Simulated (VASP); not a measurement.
Band structure of Si2Mo (relaxed from the fluorite structure, space group Fm-3m). These are r2SCAN meta-GGA, VASP's PBE PAW potentials (set 64) (plane waves; VASP 6.6.1) values and carry that method's errors.

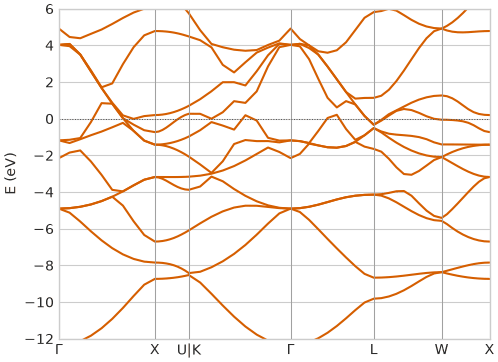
Figure: Bands along high-symmetry lines, zero at the valence-band maximum or, without a gap, the Fermi level

Read the plot: is there a gap, and where are the band edges?

It has no gap at this level: it comes out as a metal or semimetal.

The structure was generated: Si2Mo was put into the fluorite type (Fm-3m), which need not be its known phase. It was relaxed first, which changed the volume by -12 %.
